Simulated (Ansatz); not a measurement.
**FGeH4Si (SMILES F[SiH][GeH3]) (doublet): density, localisation and related maps**

The calculation's input:

```
crystal:
  periodic: [false, false, false]
  atoms:
    - {symbol: F, position_ang: [-0.828200, -1.797600, 1.409500]}
    - {symbol: Si, position_ang: [-0.880400, -1.140500, -0.059400]}
    - {symbol: Ge, position_ang: [0.333800, 0.913400, -0.081600]}
    - {symbol: H, position_ang: [-0.325400, -2.158700, -1.001700]}
    - {symbol: H, position_ang: [0.289700, 1.465200, -1.516000]}
    - {symbol: H, position_ang: [-0.331000, 1.924700, 0.863100]}
    - {symbol: H, position_ang: [1.802700, 0.725500, 0.340400]}
basis:
  gaussian:
    orbitals: def2-SVP
magnetization:
  spin_polarized: true
  initial_magnetization: 1
hamiltonian:
  xc: hf
accuracy: high
output: {forces: true, orbitals: {seedname: orbitals}}
```

Run with:

```sh
ansatz run input.yaml --threads 1 --pin off --max-ram 2610MiB --events-out events.jsonl --progress --plain --runs-dir runs
```

Geometry: PBE0-D4/def2-TZVP.

Computed with isolated molecule in a Gaussian basis; Hartree-Fock in Ansatz 0.2.0.

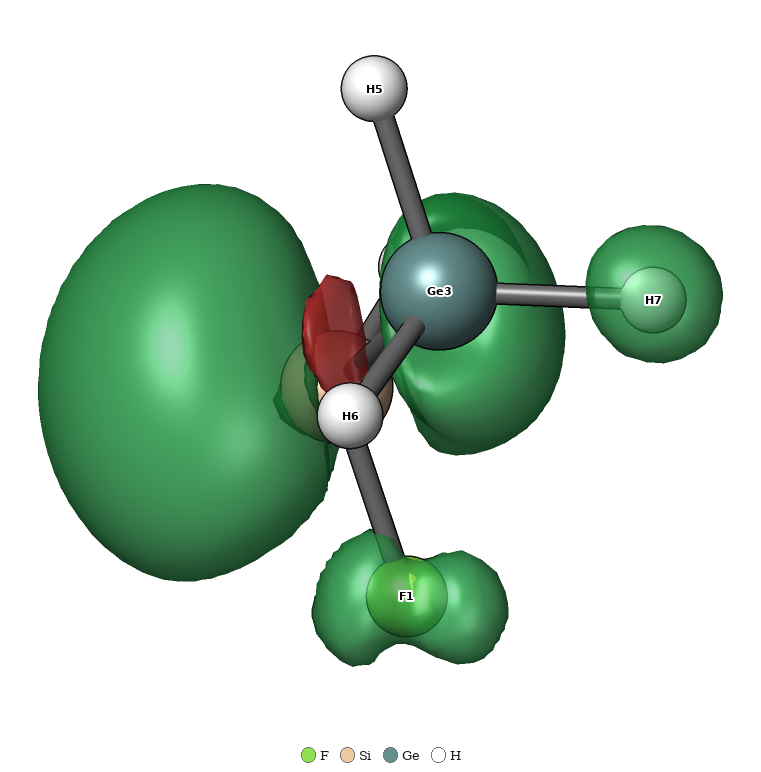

Figure 1. Isosurfaces of the spin density at +0.015 (green) and −0.015 e/Å³ (red), seen at an oblique angle.

Q: Describe the spin distribution.

A: The unpaired spin (1 electron) lies mostly on Si2 (about 0.8) and Ge3 (about 0.1), in electrons by Hirshfeld's partition.

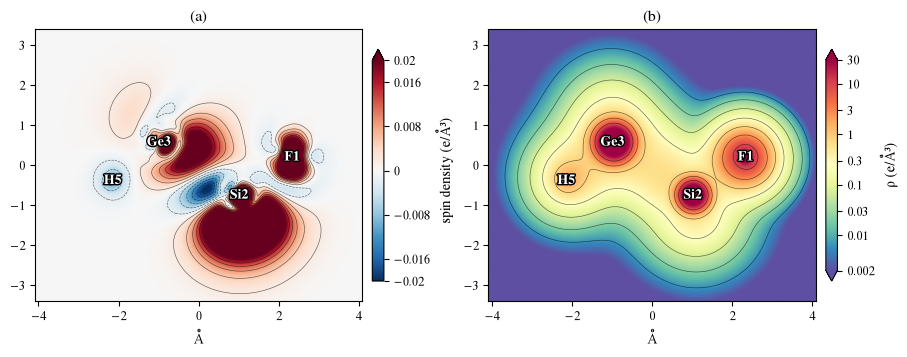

Figure 2. (a) spin density; (b) electron density on the plane of atoms F1, Si2 and Ge3.

Q: Read the bonding off the picture.

A:
- The plane passes through F, Si, Ge and H nuclei.
- Si–F (1.61 Å): ρ is about 1 e/Å³ halfway.
- Si–Ge (2.39 Å): the density is about 0.64 e/Å³ at the midpoint.
- Ge–H (1.54 Å): ρ is about 1 e/Å³ halfway.

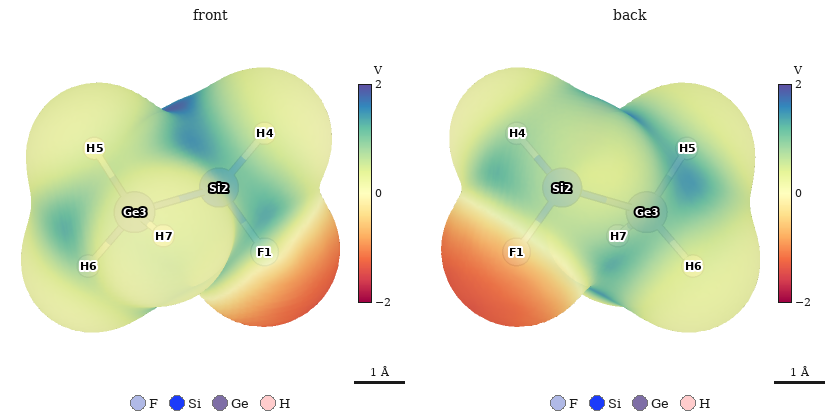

Figure 3. The electrostatic potential painted on the density surface at 0.002 e/bohr³, seen from the front and from behind; the colour scale runs from red (negative) to blue (positive).

Q: Which sites attract a positive test charge, and which a negative one?

A: A positive charge is drawn to the negative regions and a negative charge to the positive ones. The most negative region (about −1.3 V) lies over F1, the most positive (about +1.8 V) over Si2.

Q: How polar is the molecule by this calculation?

A: Its dipole moment is 1.57 D.

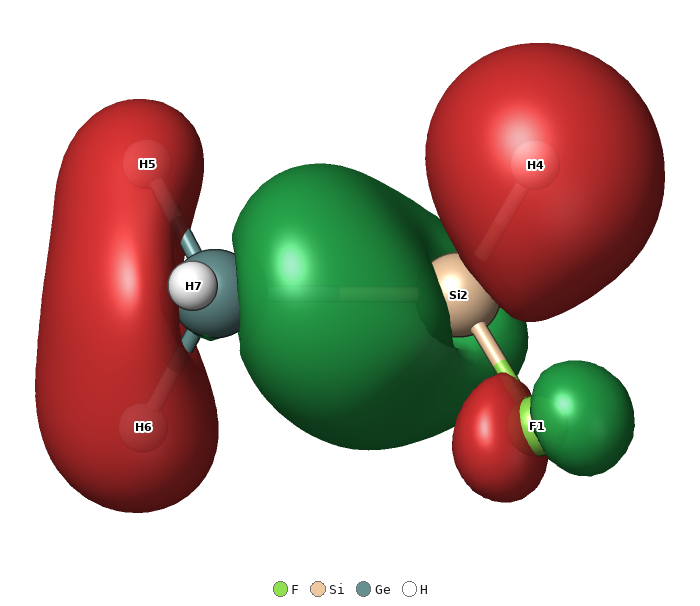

Figure 4. The HOMO−1 (α) at ±0.08 Å⁻³ᐟ² (green and red are the two phases), seen across its widest extent.

Q: Where does this orbital lie, and at what energy?

A: It lies mainly on Si2 (about 40 %), Ge3 (about 25 %), H4 (about 20 %) and H6 (about 5 %). Its energy is −11.78 eV.
